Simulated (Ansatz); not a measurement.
System: rock-salt LuN. Method: HSE06 in Ansatz (PAW).

Numerical settings: plane-wave cutoff 460 eV, 10×10×10 k mesh, Fermi–Dirac smearing 0.05 eV, scalar-relativistic PAW data made under PBE.

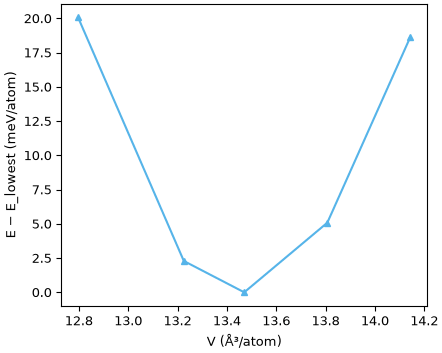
Fig. 1. Total energy against volume

From the curve, estimate the equilibrium volume and the bulk modulus.

V0 ≈ 13.5 Å³/atom and B0 ≈ 180 GPa; the fit gives V0 = 13.454 Å³/atom, B0 = 184 GPa, B′ = 4.1.

Spin–orbit coupling is not included.

Ansatz is a first-principles code.
